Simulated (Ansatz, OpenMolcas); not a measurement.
# How basis sets differ on C4H8 (isobutene)

C4H8: 12 atoms, total charge 0, spin state singlet. SMILES: `C=C(C)C`. Geometry: relaxed at PBE0-D4/def2-TZVP.

| atom | x (Å) | y (Å) | z (Å) |
| --- | --- | --- | --- |
| C | -0.5741 | 1.4115 | -0.2509 |
| C | -0.0801 | 0.1967 | -0.0350 |
| C | 0.0530 | -0.3758 | 1.3404 |
| C | 0.3791 | -0.6861 | -1.1516 |
| H | -0.6655 | 1.8151 | -1.2534 |
| H | -0.9041 | 2.0418 | 0.5677 |
| H | -0.5167 | -1.3069 | 1.4303 |
| H | -0.2992 | 0.3183 | 2.1043 |
| H | 1.0966 | -0.6277 | 1.5569 |
| H | -0.1783 | -1.6289 | -1.1558 |
| H | 0.2543 | -0.2082 | -2.1239 |
| H | 1.4350 | -0.9499 | -1.0291 |

Each level gives the HOMO–LUMO gap (eV). The values are calculated.

```tsv
level	kind	program	value (eV)	CPU time
HF/ANO-R0 (sfX2C)	Hartree–Fock	OpenMolcas	15.36	4.7 s
HF/ANO-RCC-MB (DKH2)	Hartree–Fock	OpenMolcas	16.11	6 s
HF/STO-3G	Hartree–Fock	OpenMolcas	16.78	2.1 s
HF/3-21G	Hartree–Fock	Ansatz	14.60	0.65 s
HF/6-31G* (spherical functions)	Hartree–Fock	Ansatz	14.51	1.9 s
```

The values span 14.51 to 16.78 eV. A Hartree–Fock LUMO above zero doesn't converge with the basis: it sinks as sets grow more diffuse. Orbital gaps aren't excitation energies. CPU times are rough (shared hosts, several kinds of processor and program).

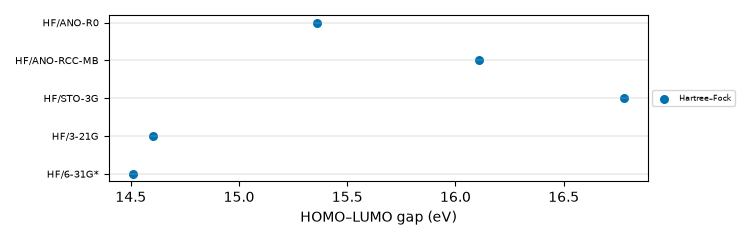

The values of the table, level by level.
